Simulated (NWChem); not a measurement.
# C4H8 (SMILES C1CCC1): levels of theory compared

We compute a comparison of 6 runs (HF/MINI, HF/SBKJC-VDZ, HF/LANL2DZ, HF/MIDI!, HF/DGauss-DZVP, HF/jorge-DZP) of C4H8. 

Program for the calculation: NWChem 7.3.0.

### Step 1. The system as given

C4H8: 12 atoms, total charge 0, spin state singlet. SMILES: `C1CCC1`. The shape is that of a PBE0-D4/def2-TZVP optimisation.

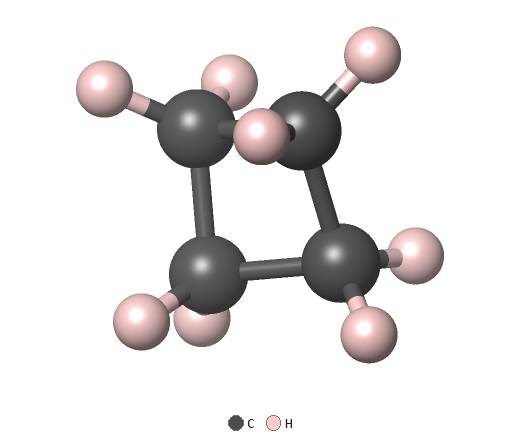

Viewed from a chosen angle; carbon dark grey, hydrogen pink.

### Step 2. Energy and one-electron properties at HF/MINI (run 1)

File c4h8.xyz:

```xyz
12

C     -0.915600     0.295800    -0.476200
C     -0.357100     0.346000     0.959200
C      1.013600    -0.070500     0.391400
C      0.284800    -0.589700    -0.863200
H     -0.858100     1.274600    -0.958400
H     -1.919500    -0.105500    -0.623800
H     -0.786200    -0.444600     1.579500
H     -0.423100     1.289100     1.504200
H      1.628700     0.802300     0.160000
H      1.615300    -0.776700     0.966000
H      0.041300    -1.650700    -0.769700
H      0.753100    -0.425300    -1.835000
```

File c4h8.nw:

```
start c4h8
memory stack 880 mb heap 220 mb global 1100 mb

geometry noautosym nocenter noautoz
  load format xyz c4h8.xyz
end

basis spherical bse
  * library MINI
end

scf
  nopen 0
  rhf
  thresh 1e-08
  maxiter 80
  noprint "final vectors analysis"
end

property
  dipole
  quadrupole
  mulliken
end

task scf property
```

The run is started by

```bash
$ nwchem c4h8.nw > c4h8.out
```

The log of the run:

```text
[...]
  functions       =    28
[...]
  wavefunction    = RHF
[...]
         Total SCF energy =   -154.790714272893
      One-electron energy =   -456.876106573298
      Two-electron energy =    174.473074800807
 Nuclear repulsion energy =    127.612317499598
        Time for solution =      1.2s
[...]
   Dipole moment        0.0002285810 Debye(s)
             DMX        0.0000551826 DMXEFC        0.0000000000
             DMY        0.0000000178 DMYEFC        0.0000000000
             DMZ        0.0002218201 DMZEFC        0.0000000000
   -EFC- dipole         0.0000000000 DEBYE(S)
   Total dipole         0.0002285810 DEBYE(S)
[...]
```

Wall time 1.8 s (1 thread of Intel Xeon Platinum 8488C (Sapphire Rapids), shared host); peak memory 0.097 GiB.

Atomic charges (e):

```tsv
atom	Mulliken
C1	-0.423
C2	-0.423
C3	-0.423
C4	-0.423
H5	+0.214
H6	+0.209
H7	+0.214
H8	+0.209
H9	+0.214
H10	+0.209
H11	+0.214
H12	+0.209
```

### Step 3. The charge distribution at HF/SBKJC-VDZ (core potential) (run 2)

File sp.nw:

```
start sp
title "C4H8"
memory stack 880 mb heap 220 mb global 1100 mb

geometry units atomic noautosym nocenter noautoz
  C   -1.73023324   0.55898099  -0.89988758
  C   -0.67482120   0.65384524   1.81262530
  C    1.91542640  -0.13322569   0.73963881
  C    0.53819400  -1.11437150  -1.63121159
  H   -1.62157399   2.40864492  -1.81111352
  H   -3.62732930  -0.19936611  -1.17881116
  H   -1.48570268  -0.84017224   2.98482241
  H   -0.79954312   2.43604595   2.84252604
  H    3.07779694   1.51612727   0.30235618
  H    3.05247461  -1.46775028   1.82547544
  H    0.07804569  -3.11937091  -1.45452220
  H    1.42315274  -0.80370052  -3.46764744
end

basis spherical bse
  C library SBKJC-VDZ
  H library SBKJC-VDZ
end

ecp bse
  C library SBKJC-VDZ
end

scf
  singlet
  rhf
  thresh 1e-08
  maxiter 80
  noprint "final vectors analysis"
end

property
  dipole
  quadrupole
  mulliken
end

task scf property
```

The run is started by

```bash
$ nwchem sp.nw > sp.out
```

The log of the run:

```text
[...]
  functions       =    48
[...]
  wavefunction    = RHF
[...]
         Total SCF energy =    -26.489766504539
      One-electron energy =   -181.273362681684
      Two-electron energy =     82.804261554365
 Nuclear repulsion energy =     71.979334622780
        Time for solution =      1.4s
[...]
   Dipole moment        0.0001161002 Debye(s)
             DMX       -0.0000014415 DMXEFC        0.0000000000
             DMY        0.0000526015 DMYEFC        0.0000000000
             DMZ       -0.0001034905 DMZEFC        0.0000000000
   -EFC- dipole         0.0000000000 DEBYE(S)
   Total dipole         0.0001161002 DEBYE(S)
[...]
```

It took 2.1 s on 1 thread of Intel Xeon Platinum 8488C (Sapphire Rapids), shared host; peak memory 0.097 GiB.

### Step 4. The charge distribution at HF/LANL2DZ (run 3)

File struct.nw:

```
start struct
title "C4H8 hf"
memory stack 880 mb heap 220 mb global 1100 mb

geometry units au noautosym nocenter noautoz
 C   -1.73023324   0.55898099  -0.89988758
 C   -0.67482120   0.65384524   1.81262530
 C    1.91542640  -0.13322569   0.73963881
 C    0.53819400  -1.11437150  -1.63121159
 H   -1.62157399   2.40864492  -1.81111352
 H   -3.62732930  -0.19936611  -1.17881116
 H   -1.48570268  -0.84017224   2.98482241
 H   -0.79954312   2.43604595   2.84252604
 H    3.07779694   1.51612727   0.30235618
 H    3.05247461  -1.46775028   1.82547544
 H    0.07804569  -3.11937091  -1.45452220
 H    1.42315274  -0.80370052  -3.46764744
end

basis spherical bse
 C library LANL2DZ
 H library LANL2DZ
end

scf
 thresh 1e-08
 maxiter 80
 noprint "final vectors analysis"
end

property
 dipole
 quadrupole
 mulliken
end

task scf property
```

The run is started by

```bash
$ nwchem struct.nw > struct.out
```

The log of the run:

```text
[...]
  functions       =    52
[...]
  wavefunction    = RHF
[...]
         Total SCF energy =   -156.046329744786
      One-electron energy =   -461.910611617794
      Two-electron energy =    178.251973629503
 Nuclear repulsion energy =    127.612308243506
        Time for solution =      3.7s
[...]
   Dipole moment        0.0000966256 Debye(s)
             DMX       -0.0000022334 DMXEFC        0.0000000000
             DMY        0.0000478492 DMYEFC        0.0000000000
             DMZ       -0.0000839165 DMZEFC        0.0000000000
   -EFC- dipole         0.0000000000 DEBYE(S)
   Total dipole         0.0000966256 DEBYE(S)
[...]
```

It took 4.5 s on 1 thread of Intel Xeon Platinum 8488C (Sapphire Rapids), shared host; peak memory 0.097 GiB.

Atomic charges (e):

```tsv
atom	Mulliken
C1	-0.345
C2	-0.345
C3	-0.345
C4	-0.345
H5	+0.167
H6	+0.178
H7	+0.167
H8	+0.178
H9	+0.167
H10	+0.178
H11	+0.167
H12	+0.178
```

Runs 4 to 5 aren't shown in full; the table further down has their settings and results.

### Step 5. The charge distribution at HF/jorge-DZP (run 6)

File work.nw:

```
START work
TITLE "C4H8"
memory 2200 mb
charge 0

GEOMETRY units angstroms noautosym nocenter noautoz
  C    -0.915600    0.295800   -0.476200
  C    -0.357100    0.346000    0.959200
  C     1.013600   -0.070500    0.391400
  C     0.284800   -0.589700   -0.863200
  H    -0.858100    1.274600   -0.958400
  H    -1.919500   -0.105500   -0.623800
  H    -0.786200   -0.444600    1.579500
  H    -0.423100    1.289100    1.504200
  H     1.628700    0.802300    0.160000
  H     1.615300   -0.776700    0.966000
  H     0.041300   -1.650700   -0.769700
  H     0.753100   -0.425300   -1.835000
END

BASIS spherical bse
  * library jorge-DZP
END

SCF
  thresh 1e-08
  maxiter 80
  noprint "final vectors analysis"
END

PROPERTY
  dipole
  quadrupole
  mulliken
END

TASK scf property
```

The run is started by

```bash
$ nwchem work.nw > work.out
```

The log of the run:

```text
[...]
  functions       =   100
[...]
  wavefunction    = RHF
[...]
         Total SCF energy =   -156.118183616363
      One-electron energy =   -462.058859298559
      Two-electron energy =    178.328358182599
 Nuclear repulsion energy =    127.612317499598
        Time for solution =     13.3s
[...]
   Dipole moment        0.0001061526 Debye(s)
             DMX       -0.0000173456 DMXEFC        0.0000000000
             DMY        0.0000350940 DMYEFC        0.0000000000
             DMZ       -0.0000986708 DMZEFC        0.0000000000
   -EFC- dipole         0.0000000000 DEBYE(S)
   Total dipole         0.0001061526 DEBYE(S)
[...]
```

Wall time 14 s (1 thread of Intel Xeon Platinum 8488C (Sapphire Rapids), shared host); peak memory 0.097 GiB.

Atomic charges (e):

```tsv
atom	Mulliken
C1	-0.100
C2	-0.100
C3	-0.100
C4	-0.100
H5	+0.052
H6	+0.048
H7	+0.052
H8	+0.048
H9	+0.052
H10	+0.048
H11	+0.052
H12	+0.048
```

### Step 6. Overview of the runs

```tsv
run	level	core potential	energy (Eh)	dipole moment (D)	wall time
1	HF/MINI	–	-154.790714	0.00	1.8 s
2	HF/SBKJC-VDZ (core potential)	SBKJC-VDZ	-26.489767	0.00	2.1 s
3	HF/LANL2DZ	–	-156.046330	0.00	4.5 s
4	HF/MIDI!	–	-155.145674	0.00	2.4 s
5	HF/DGauss-DZVP	–	-156.080861	0.00	8.4 s
6	HF/jorge-DZP	–	-156.118184	0.00	14 s
```

### Step 7. Summary of results

```
            quantity          value
 run 6: total energy  -156.11818 Eh
run 6: dipole moment         0.00 D
```

In words: Some runs of one species differ in core potentials or relativity; totals across that change don't compare. In run 1 the basis is minimal, so the values are rough. All runs together took 34 s, the longest 14 s.
